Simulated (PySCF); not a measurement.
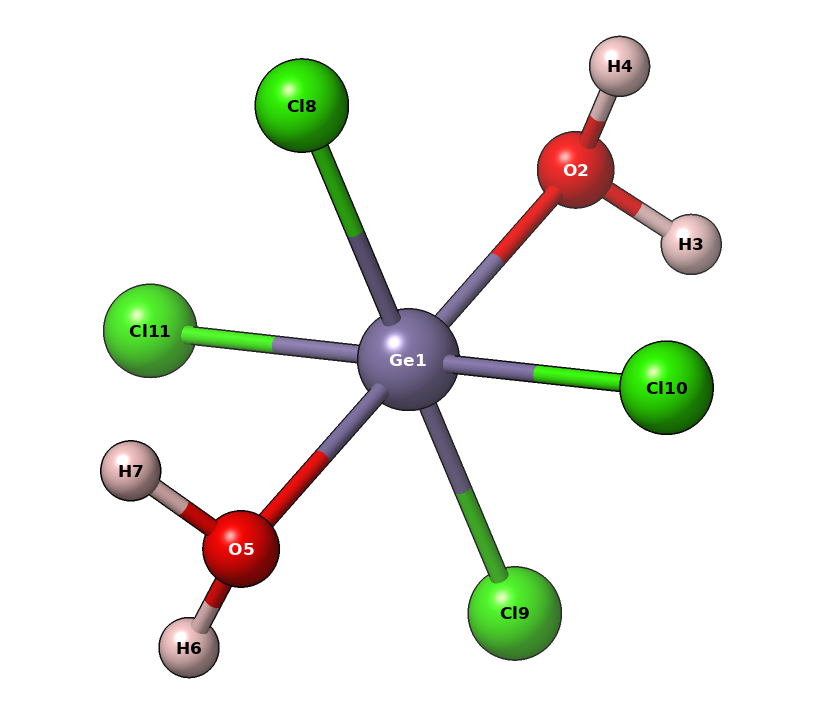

Numbered structure. Computed geometry: PBE0-D3(BJ)/def2-SVP optimisation. No frequency run is at hand to confirm it as a minimum.

> How are the neighbours of atom 1 arranged?

Ge1 has 6 neighbours (O2 at 2.09, O5 at 2.09, Cl8 at 2.23, Cl9 at 2.23, Cl10 at 2.22, Cl11 at 2.22 Å); the arrangement is octahedral.

> Describe the coordination of atom 2.

O2 has 3 neighbours (Ge1 at 2.09, H3 at 0.97, H4 at 0.97 Å); the arrangement is trigonal pyramidal.
